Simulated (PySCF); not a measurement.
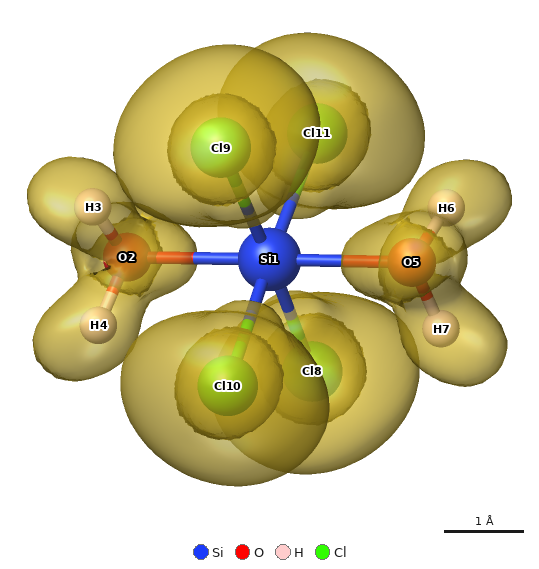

Figure 1: Cl$_{4}$H$_{4}$O$_{2}$Si (trans-Si(H2O)2Cl4). Isosurface of the ELF at 0.75 (yellow), seen across its widest extent. Core shells and regions of very low density are left out.

Geometry: PBE0-D3(BJ)/def2-SVP.

Theory: PBE0/pcSseg-1, SCF density, gas phase, non-relativistic in PySCF.

```xyz
11

Si   -0.0190   -0.0321    0.0093
O     0.2225    0.2096    1.9262
H    -0.6906    0.3324    2.2506
H     0.6722    1.0682    2.0230
O    -0.2545   -0.2671   -1.9070
H    -0.3646   -1.2333   -1.9988
H     0.6030   -0.0413   -2.3093
Cl    2.1103   -0.2732   -0.2380
Cl   -2.1373    0.2238    0.3364
Cl    0.2049    2.0972   -0.2691
Cl   -0.2487   -2.1698    0.2076
```

What do the ELF domains correspond to?

Answer. At this value the surface marks out four regions on Cl in which the atom's valence shell and bonds are merged and two joined regions spread over several atoms (H, O), in which their bonds and any lone pairs are merged. Along the contacts the grid gives the following. Si–O (1.94 Å): the ELF peaks at about 0.90 in the valence shell of O, 0.5 Å from its nucleus, and is about 0.70 at the midpoint. Si–Cl (2.16 Å): the ELF peaks at about 0.90 between the atoms (a shared but strongly polarised pair).
